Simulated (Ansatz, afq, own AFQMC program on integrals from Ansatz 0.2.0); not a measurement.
# NH4 (doublet): quantum Monte Carlo beside coupled cluster at distance N1–H4 along a hydrogen transfer = 1.164 Å, cc-pVTZ

Aim: compute NH4 (doublet) with auxiliary-field quantum Monte Carlo on the same integrals as coupled cluster, and set the energies side by side.

Program: Ansatz 0.2.0, Gaussian basis, and an in-house AFQMC program (afq) on its integrals; all values are calculated. Level of theory: cc-pVTZ, frozen cores. These are calculated values, not measurements.

Plan: PBE (unrestricted); r2SCAN (unrestricted); CCSD(T) on UHF; PBE0 (unrestricted); B3LYP (unrestricted); wB97M-V (unrestricted); B2PLYP (unrestricted); CCSDT(Q) on UHF; Phaseless AFQMC, CISD trial on UHF.

### 1 The geometry

The geometry derives from fragments relaxed apart (PBE0/def2-TZVP) and kept rigid, so it is no stationary point. A hydrogen atom is moved between rigid fragments.

5 atoms, charge 0, spin multiplicity 2.

Atoms are counted from 1 here; the program's logs count them from 0.

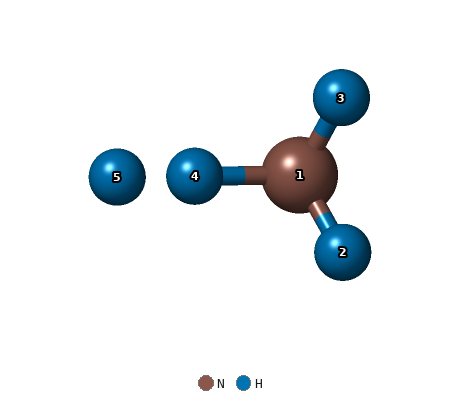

The geometry (nitrogen brown, hydrogen blue); atoms are numbered from 1 in the order of the file.

### 2 PBE (unrestricted)

in.yaml

```yaml
crystal:
  periodic: [false, false, false]
  atoms:
    - {symbol: N, position_ang: [-0.144859, -0.031601, -0.049186]}
    - {symbol: H, position_ang: [-0.442138, 0.936233, -0.049186]}
    - {symbol: H, position_ang: [-0.442138, -0.433900, 0.831073]}
    - {symbol: H, position_ang: [1.019141, -0.031600, -0.049187]}
    - {symbol: H, position_ang: [1.878141, -0.031600, -0.049187]}
basis:
  gaussian: {orbitals: cc-pVTZ}
magnetization: {spin_polarized: true, initial_magnetization: 1}
hamiltonian: {xc: {name: PBE}}
output: {orbitals: {seedname: orbitals}}
```

Command:

```bash
> ansatz run in.yaml --threads 1 --pin off --events-out ev --progress --plain --max-ram 5120MiB --backend cpu
```

The log of the run:

```text
Functional definition: PBE
  name "PBE"
  cite "Perdew, Burke & Ernzerhof, Phys. Rev. Lett. 77, 3865 (1996) doi:10.1103/PhysRevLett.77.3865"
  parent pbe
  parameter kappa = 0.804
  parameter beta = 0.06672455060314922
  exchange = pbe_x(kappa = kappa, mu = beta*pi^2/3)
  correlation = pbe_c(beta = beta)
415 factors; their error is unknown
mean field evaluation 1: about -1543.6866 eV, gradient 4.3e1 eV
mean field evaluation 2: about -1519.5322 eV, gradient 7.6e1 eV
mean field evaluation 4: about -1550.5490 eV, gradient 4.9e0 eV
mean field evaluation 8: about -1550.7177 eV, gradient 3.1e-2 eV
mean field evaluation 16: about -1550.7098 eV, gradient 7.8e-5 eV
mean field -1550.70977569 eV, -56.9875331478 hartree, gradient 7.8e-5 eV, S^2 0.753946; 0 other end points of the search recorded, 0 dependent functions left out
reference -1550.70980118 eV, -56.9875340844 hartree; 6, 5 occupied and 80, 81 virtual orbitals, 415 factors
Total energy: -1550.70980118 eV, -56.9875340844 hartree
```

It took 0.75 s on 1 thread of AMD EPYC 7R13 (Zen 3), shared host; peak memory 1.8 GiB.

From the report: ⟨S²⟩ of the determinant 0.754 (pure doublet: 0.75).

### 3 r2SCAN (unrestricted)

Edit in.yaml of step 2 so:

```diff
@@ -11,3 +11,2 @@
 magnetization: {spin_polarized: true, initial_magnetization: 1}
-hamiltonian: {xc: {name: PBE}}
-output: {orbitals: {seedname: orbitals}}
+hamiltonian: {xc: {name: r2SCAN}}
```

Same command.

The log of the run:

```text
Functional definition: r2SCAN
  name "r2SCAN"
  cite "Furness, Kaplan, Ning, Perdew & Sun, J. Phys. Chem. Lett. 11, 8208 (2020) doi:10.1021/acs.jpclett.0c02405"
  cite "Furness, Kaplan, Ning, Perdew & Sun, J. Phys. Chem. Lett. 11, 9248 (2020) doi:10.1021/acs.jpclett.0c03077"
  parent r2scan
  parameter k0 = 0.174
  parameter k1 = 0.065
  parameter a1 = 4.9479
  exchange = r2scan_x(k0 = k0, k1 = k1, a1 = a1)
  correlation = r2scan_c
415 factors; their error is unknown
mean field evaluation 1: about -1545.9903 eV, gradient 3.9e1 eV
mean field evaluation 2: about -1532.6704 eV, gradient 6.2e1 eV
mean field evaluation 4: about -1551.7880 eV, gradient 2.6e0 eV
mean field evaluation 8: about -1551.8306 eV, gradient 2.6e-2 eV
mean field evaluation 16: about -1551.8225 eV, gradient 6.5e-5 eV
mean field -1551.82246996 eV, -57.0284239079 hartree, gradient 6.5e-5 eV, S^2 0.758064; 0 other end points of the search recorded, 0 dependent functions left out
reference -1551.82247991 eV, -57.0284242737 hartree; 6, 5 occupied and 80, 81 virtual orbitals, 415 factors
Total energy: -1551.82247991 eV, -57.0284242737 hartree
```

Wall time 1.3 s (1 thread of AMD EPYC 7R13 (Zen 3), shared host); peak memory 1.8 GiB.

From the report: ⟨S²⟩ of the determinant 0.758 (pure doublet: 0.75).

### 4 CCSD(T) on UHF

Edit in.yaml of step 3 so:

```diff
@@ -11,2 +11,2 @@
 magnetization: {spin_polarized: true, initial_magnetization: 1}
-hamiltonian: {xc: {name: r2SCAN}}
+correlation: {method: ccsd_t, electrons: outside_noble_gas, hamiltonian_folder: ham}
```

Command:

```bash
> ansatz run in.yaml --threads 1 --pin off --events-out ev --progress --plain --max-ram 15360MiB --backend cuda --devices 0, --max-vram 18GiB
```

The log of the run (excerpt; [...] marks lines left out):

```text
Functional definition: HF
  name "HF"
  cite "Fock, Z. Phys. 61, 126 (1930) doi:10.1007/BF01340294"
  parent pbe
[...]
479 factors; integrals over basis functions are off by at most 1.3e-3 eV
[...]
mean field -1542.14651268 eV, -56.6728390365 hartree, gradient 3.3e-6 eV, S^2 0.781644; 1 other end points of the search recorded, 0 dependent functions left out
determinant -1542.14651268 eV, -56.6728390365 hartree, with singles and doubles -1549.36111615 eV, -56.9379708239 hartree
determinant -1539.38812279 eV, -56.5714700780 hartree, with singles and doubles -1546.44609978 eV, -56.8308459481 hartree
1 core orbitals not correlated: weight in the atoms' cores, before any rotation towards them, 1.000 or more for the frozen orbitals, at most 0.000 for the correlated occupied ones
reference -1542.14651268 eV, -56.6728390365 hartree; 5, 4 occupied and 80, 81 virtual orbitals, 479 factors
second order -6.60732208 eV of doubles, -0.00000000 eV of singles
cycle   1  -7.11044634 eV  change   -5.1e-1 eV  update   1.6e-2
[...]
cycle  11  -7.12733229 eV  change   -1.4e-6 eV  update   2.0e-6
perturbative correction -0.23178578 eV, -0.0085179705 hartree
Total energy: -1549.50563075 eV, -56.9432816375 hartree
```

It took 2.7 s on 1 × NVIDIA H100 80GB HBM3 with 1 thread of AMD EPYC 7R13 (Zen 3), shared host; peak host memory 1.8 GiB.

From the report: ⟨S²⟩ of the determinant 0.782 (pure doublet: 0.75); correlation -7.3591 eV; T1 0.015; largest double amplitude 0.03.

This run also writes the integrals to the folder ham.

### 5 PBE0 (unrestricted)

Edit in.yaml of step 4 so:

```diff
@@ -11,2 +11,3 @@
 magnetization: {spin_polarized: true, initial_magnetization: 1}
-correlation: {method: ccsd_t, electrons: outside_noble_gas, hamiltonian_folder: ham}
+hamiltonian: {xc: {name: PBE0}}
+output: {orbitals: {seedname: orbitals}}
```

Command:

```bash
> ansatz run in.yaml --threads 1 --pin off --events-out ev --progress --plain --max-ram 5120MiB --backend cpu
```

The log of the run:

```text
Functional definition: PBE0
  name "PBE0"
  cite "Adamo & Barone, J. Chem. Phys. 110, 6158 (1999) doi:10.1063/1.478522"
  cite "Perdew, Burke & Ernzerhof, Phys. Rev. Lett. 77, 3865 (1996) doi:10.1103/PhysRevLett.77.3865"
  parent pbe
  parameter a = 0.25
  parameter kappa = 0.804
  parameter beta = 0.06672455060314922
  exchange = (1 - a)*pbe_x(kappa = kappa, mu = beta*pi^2/3) + a*exact_x
  correlation = pbe_c(beta = beta)
418 factors; their error is unknown
mean field evaluation 1: about -1546.2628 eV, gradient 3.4e1 eV
mean field evaluation 2: about -1540.4573 eV, gradient 4.8e1 eV
mean field evaluation 4: about -1550.7603 eV, gradient 8.6e-1 eV
mean field evaluation 8: about -1550.7622 eV, gradient 1.9e-2 eV
mean field evaluation 16: about -1550.7623 eV, gradient 6.2e-6 eV
mean field -1550.76225027 eV, -56.9894615531 hartree, gradient 6.2e-6 eV, S^2 0.757836; 0 other end points of the search recorded, 0 dependent functions left out
reference -1550.76227001 eV, -56.9894622786 hartree; 6, 5 occupied and 80, 81 virtual orbitals, 418 factors
Total energy: -1550.76227001 eV, -56.9894622786 hartree
```

It took 0.75 s on 1 thread of AMD EPYC 7R13 (Zen 3), shared host; peak memory 1.8 GiB.

From the report: ⟨S²⟩ of the determinant 0.758 (pure doublet: 0.75).

### 6 B3LYP (unrestricted)

Edit in.yaml of step 5 so:

```diff
@@ -11,3 +11,2 @@
 magnetization: {spin_polarized: true, initial_magnetization: 1}
-hamiltonian: {xc: {name: PBE0}}
-output: {orbitals: {seedname: orbitals}}
+hamiltonian: {xc: {name: B3LYP}}
```

Same command.

The log of the run (excerpt; [...] marks lines left out):

```text
Functional definition: B3LYP
  name "B3LYP"
  cite "Stephens, Devlin, Chabalowski & Frisch, J. Phys. Chem. 98, 11623 (1994) doi:10.1021/j100096a001"
  cite "Becke, Phys. Rev. A 38, 3098 (1988) doi:10.1103/PhysRevA.38.3098"
  cite "Lee, Yang & Parr, Phys. Rev. B 37, 785 (1988) doi:10.1103/PhysRevB.37.785"
  cite "Vosko, Wilk & Nusair, Can. J. Phys. 58, 1200 (1980) doi:10.1139/p80-159"
[...]
415 factors; their error is unknown
[...]
mean field -1552.89054546 eV, -57.0676749585 hartree, gradient 7.4e-6 eV, S^2 0.756387; 0 other end points of the search recorded, 0 dependent functions left out
reference -1552.89071078 eV, -57.0676810342 hartree; 6, 5 occupied and 80, 81 virtual orbitals, 415 factors
Total energy: -1552.89071078 eV, -57.0676810342 hartree
```

It took 0.75 s on 1 thread of AMD EPYC 7R13 (Zen 3), shared host; peak memory 1.8 GiB.

From the report: ⟨S²⟩ of the determinant 0.756 (pure doublet: 0.75).

### 7 wB97M-V (unrestricted)

Edit in.yaml of step 6 so:

```diff
@@ -11,2 +11,3 @@
 magnetization: {spin_polarized: true, initial_magnetization: 1}
-hamiltonian: {xc: {name: B3LYP}}
+hamiltonian: {xc: {name: wB97M-V}}
+output: {orbitals: {seedname: orbitals}}
```

Launched as before.

The log of the run (excerpt; [...] marks lines left out):

```text
Functional definition: wB97M-V
  name "wB97M-V"
  cite "Mardirossian & Head-Gordon, J. Chem. Phys. 144, 214110 (2016) doi:10.1063/1.4952647"
  cite "Becke, J. Chem. Phys. 107, 8554 (1997) doi:10.1063/1.475007"
  cite "Vydrov & Van Voorhis, J. Chem. Phys. 133, 244103 (2010) doi:10.1063/1.3521275"
  # Of w^i u^j: cxij and so on, Table III.
[...]
  gx(w, u) = 1 - cx + cx01*u + cx10*w
  gss(w, u) = css00 + css04*u^4 + css10*w + css20*w^2 + css43*w^4*u^3
  gos(w, u) = cos00 + cos10*w + (cos20 + cos21*u)*w^2 + (cos60 + cos61*u)*w^6
[...]
      + integral(e_c_pw_mod_opposite_spin*gos(b97_w_opposite, b97_u_opposite)) + vv10(b, c)
415 factors; their error is unknown
111 factors; integrals over basis functions are off by at most 1.8e-5 eV
[...]
mean field -1551.41996031 eV, -57.0136319513 hartree, gradient 8.8e-5 eV, S^2 0.755947; 0 other end points of the search recorded, 0 dependent functions left out
reference -1551.41999212 eV, -57.0136331201 hartree; 6, 5 occupied and 80, 81 virtual orbitals, 415 factors
Total energy: -1551.41999212 eV, -57.0136331201 hartree
```

It took 2.2 s on 1 thread of AMD EPYC 7R13 (Zen 3), shared host; peak memory 1.8 GiB.

From the report: ⟨S²⟩ of the determinant 0.756 (pure doublet: 0.75).

### 8 B2PLYP (unrestricted)

Edit in.yaml of step 7 so:

```diff
@@ -11,3 +11,3 @@
 magnetization: {spin_polarized: true, initial_magnetization: 1}
-hamiltonian: {xc: {name: wB97M-V}}
-output: {orbitals: {seedname: orbitals}}
+hamiltonian: {xc: {name: B2PLYP}}
+correlation: {electrons: outside_noble_gas}
```

Same command.

The log of the run (excerpt; [...] marks lines left out):

```text
Functional definition: B2PLYP
  name "B2PLYP"
  cite "Grimme, J. Chem. Phys. 124, 034108 (2006) doi:10.1063/1.2148954"
  cite "Becke, Phys. Rev. A 38, 3098 (1988) doi:10.1103/PhysRevA.38.3098"
  cite "Lee, Yang & Parr, Phys. Rev. B 37, 785 (1988) doi:10.1103/PhysRevB.37.785"
[...]
479 factors; integrals over basis functions are off by at most 1.3e-3 eV
[...]
mean field -1549.06217934 eV, -56.9269850988 hartree, gradient 2.9e-6 eV, S^2 0.764177; 0 other end points of the search recorded, 0 dependent functions left out
1 core orbitals not correlated: weight in the atoms' cores, before any rotation towards them, 1.000 or more for the frozen orbitals, at most 0.000 for the correlated occupied ones
reference -1549.06228599 eV, -56.9269890178 hartree; 5, 4 occupied and 80, 81 virtual orbitals, 479 factors
second order -8.02549040 eV of doubles, -0.00000000 eV of singles
Total energy: -1551.22916839 eV, -57.0066204776 hartree
```

Run time: 0.99 s. Hardware: 1 thread of AMD EPYC 7R13 (Zen 3), shared host; peak memory 1.8 GiB.

From the report: ⟨S²⟩ of the determinant 0.764 (pure doublet: 0.75).

### 9 CCSDT(Q) on UHF

Edit in.yaml of step 8 so:

```diff
@@ -11,3 +11,2 @@
 magnetization: {spin_polarized: true, initial_magnetization: 1}
-hamiltonian: {xc: {name: B2PLYP}}
-correlation: {electrons: outside_noble_gas}
+correlation: {method: ccsdt_q, electrons: outside_noble_gas}
```

Command:

```bash
> ansatz run in.yaml --threads 1 --pin off --events-out ev --progress --plain --max-ram 15360MiB --backend cuda --devices 0, --max-vram 18GiB
```

The log of the run (excerpt; [...] marks lines left out):

```text
Functional definition: HF
  name "HF"
  cite "Fock, Z. Phys. 61, 126 (1930) doi:10.1007/BF01340294"
  parent pbe
[...]
1081 factors; integrals over basis functions are off by at most 1.7e-7 eV
[...]
mean field -1542.14651734 eV, -56.6728392079 hartree, gradient 2.3e-6 eV, S^2 0.781645; 1 other end points of the search recorded, 0 dependent functions left out
determinant -1542.14651734 eV, -56.6728392079 hartree, with singles and doubles -1549.36114317 eV, -56.9379718166 hartree
determinant -1539.38812471 eV, -56.5714701483 hartree, with singles and doubles -1546.44612250 eV, -56.8308467829 hartree
1 core orbitals not correlated: weight in the atoms' cores, before any rotation towards them, 1.000 or more for the frozen orbitals, at most 0.000 for the correlated occupied ones
reference -1542.14651734 eV, -56.6728392079 hartree; 5, 4 occupied and 80, 81 virtual orbitals, 1081 factors
second order -6.60734749 eV of doubles, -0.00000000 eV of singles
cycle   1  -6.88638763 eV  change   -2.8e-1 eV  update   6.4e-2
[...]
cycle  18  -7.37076178 eV  change    4.1e-7 eV  update   4.0e-7
perturbative correction -0.01018659 eV, -0.0003743504 hartree
Total energy: -1549.52746571 eV, -56.9440840575 hartree
```

Wall time 8 s (1 × NVIDIA H100 80GB HBM3 with 1 thread of AMD EPYC 7R13 (Zen 3), shared host); peak host memory 1.8 GiB.

From the report: ⟨S²⟩ of the determinant 0.782 (pure doublet: 0.75); correlation -7.3809 eV; T1 0.015; largest double amplitude 0.03.

### 10 Phaseless AFQMC, CISD trial on UHF

It reads the integrals that the CCSD(T) run on this determinant wrote.

Command:

```bash
> afq ham --method phaseless --trial cisd --walkers 1800 --populations 20 --least-time 60 --time-step 0.005 --steps-per-block 50 --equilibration-blocks 28 --max-blocks 4000 --target-error 0.00018 --factor-cut 1e-05 --start spin_pure --seed 7423 --release-times 0.24,0.51,0.99,1.62,2.4 --release-step 0.03 --release-every 3 --taylor-order 6
```

The log of the run:

```text
orbitals 85  electrons 5 4  factors 479 of 479
reference energy -56.67283904 Eh
CCSD correlation -0.26192472 Eh in 13 cycles, weight of the determinant in the CISD state 0.9160
energy of the start -56.933512 Eh
 block  time / (1/Eh)  mean weight  energy / Eh
     1     0.250  0.9998  -56.933986
     2     0.500  1.0005  -56.937207
     3     0.750  1.0003  -56.939056
     4     1.000  0.9999  -56.940584
     5     1.250  0.9998  -56.941826
     6     1.500  1.0002  -56.941849
     7     1.750  0.9997  -56.943359
     8     2.000  1.0000  -56.944177
     9     2.250  1.0000  -56.944672
    10     2.500  0.9999  -56.942481
    11     2.750  0.9997  -56.943359
    12     3.000  0.9999  -56.944439
    13     3.250  0.9994  -56.944881
    14     3.500  0.9999  -56.944338
    15     3.750  0.9998  -56.943518
    16     4.000  0.9997  -56.943896
    17     4.250  0.9997  -56.942872
    18     4.500  0.9997  -56.943266
    19     4.750  1.0001  -56.942894
    20     5.000  0.9999  -56.943469
    21     5.250  0.9999  -56.943335
    22     5.500  1.0004  -56.943978
    23     5.750  1.0004  -56.944227
    24     6.000  0.9999  -56.945522
    25     6.250  0.9999  -56.943576
    26     6.500  0.9999  -56.944347
    27     6.750  0.9995  -56.944116
    28     7.000  0.9999  -56.944455
    29     7.250  1.0001  -56.944579
    30     7.500  1.0004  -56.943779
    31     7.750  0.9997  -56.943706
    32     8.000  1.0002  -56.943262
    33     8.250  1.0000  -56.943868
    34     8.500  0.9997  -56.944226
    35     8.750  0.9997  -56.943808
    36     9.000  0.9996  -56.945206
    37     9.250  1.0004  -56.944748
    38     9.500  0.9997  -56.943150
    39     9.750  1.0000  -56.942783
    40    10.000  0.9999  -56.944182
    41    10.250  0.9997  -56.944116
    42    10.500  1.0001  -56.943706
    43    10.750  0.9998  -56.942829
    44    11.000  1.0000  -56.944035
    45    11.250  1.0001  -56.944336
    46    11.500  1.0001  -56.943857
    47    11.750  1.0000  -56.944696
    48    12.000  0.9997  -56.943266
    49    12.250  1.0004  -56.942692
    50    12.500  0.9996  -56.943032
    51    12.750  1.0003  -56.943547
    52    13.000  1.0001  -56.943835
    53    13.250  0.9999  -56.942961
    54    13.500  1.0001  -56.942294
    55    13.750  1.0006  -56.943322
    56    14.000  0.9995  -56.944654
    57    14.250  1.0000  -56.943374
    58    14.500  1.0001  -56.943686
    59    14.750  0.9992  -56.944786
    60    15.000  1.0000  -56.943602
    61    15.250  0.9995  -56.944646
    62    15.500  0.9999  -56.944740
    63    15.750  1.0001  -56.944067
    64    16.000  0.9999  -56.945197
    65    16.250  1.0003  -56.944388
    66    16.500  1.0002  -56.944362
    67    16.750  1.0001  -56.944149
    68    17.000  0.9999  -56.943398
    69    17.250  0.9999  -56.944061
    70    17.500  1.0005  -56.943882
    71    17.750  1.0004  -56.944535
    72    18.000  0.9998  -56.944453
    73    18.250  0.9996  -56.944063
    74    18.500  0.9998  -56.944862
    75    18.750  0.9999  -56.943973
    76    19.000  1.0002  -56.944769
    77    19.250  0.9998  -56.943404
    78    19.500  1.0002  -56.945189
error from the spread of 20 populations
released: time / (1/Eh)  energy / Eh  error  mean overlap
  0.24  -56.943993  0.000166  0.9954
  0.51  -56.944005  0.000175  0.9953
  0.99  -56.944184  0.000153  0.9862
  1.62  -56.944097  0.000185  0.9836
  2.40  -56.944221  0.000185  0.9944
energy -56.943961 +/- 0.000174 Eh
```

Wall time 55 s (1 × NVIDIA H100 80GB HBM3 with 2 threads of AMD EPYC 7R13 (Zen 3), shared host); peak host memory 1.8 GiB.

Energy -1549.5241 ± 0.0047 eV. Caveats: constraint bias not in the error.

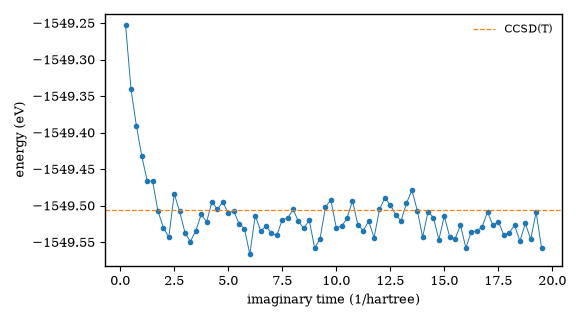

Block energies along the walk.

### 11 AFQMC on the ladder

On the UHF determinant, counted from CCSDT(Q) (a yardstick, not exact):

| level | energy (eV) | from CCSDT(Q) (meV) | statistical error (meV) | time |
| --- | --- | --- | --- | --- |
| HF | -1542.1465 | +7381.0 |  |  |
| MP2 | -1548.7538 | +773.6 |  |  |
| CCSD | -1549.2738 | +253.6 |  |  |
| CCSD(T) | -1549.5056 | +21.8 |  |  |
| CCSDT(Q) | -1549.5275 | 0.0 |  |  |
| Phaseless AFQMC, CISD trial, step 0.005, 1800 walkers | -1549.5241 | +3.3 | 4.7 | 55 s |

The functionals' totals stand on their own zeros and serve differences with other points: PBE -1550.710 eV; r2SCAN -1551.822 eV; PBE0 -1550.762 eV; B3LYP -1552.891 eV; wB97M-V -1551.420 eV; B2PLYP -1551.229 eV.

### 12 What came out

| quantity | value |
| --- | --- |
| CCSD(T) on UHF from CCSDT(Q) | +21.8 meV |
| Phaseless AFQMC, CISD trial on UHF from CCSDT(Q) | +3.3 ± 4.7 meV |

What this shows: On UHF the phaseless walk with the CISD trial lies +3.3 meV from CCSDT(Q), within three error bars. Error bars are statistical and leave out the constraint, the time step and what remains of the start.
